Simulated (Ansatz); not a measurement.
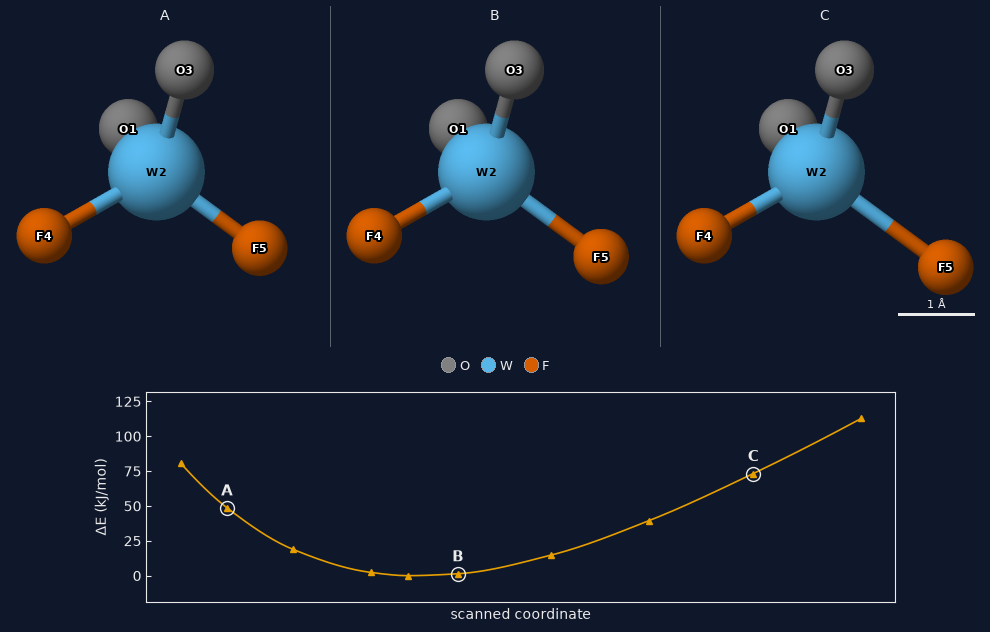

Frames of a one-coordinate scan of WO$_{2}$F$_{2}$. A ball-and-stick model, seen at a tilt.

Single-point energies from Ansatz with CCSD(T) in the def2-TZVPP basis, on geometries moved rigidly from the minimum at PBE0-D4/def2-TZVP. Coupled cluster with a frozen core. Elements past krypton carry the basis set's effective core potentials. Energies are counted from the PBE0-D4/def2-TZVP minimum geometry at the same level.

Which coordinate changes from frame to frame?

Answer. The W2–F5 distance is varied, with the rest of the molecule carried along rigidly. In the frames the distance is 1.702 Å (A), 1.890 Å (B), 2.131 Å (C). Of the computed points the lowest is at the distance 1.849 Å, 0.0 kJ/mol. The end points stand at 80.8 kJ/mol (1.664 Å) and 112.8 kJ/mol (2.219 Å). The curvature at the lowest point is about 34 eV/Å² (5.4 mdyn/Å). The well is steeper on the short side, as for any bond. The T1 diagnostic reaches 0.024, so the single-reference result is less sure there.
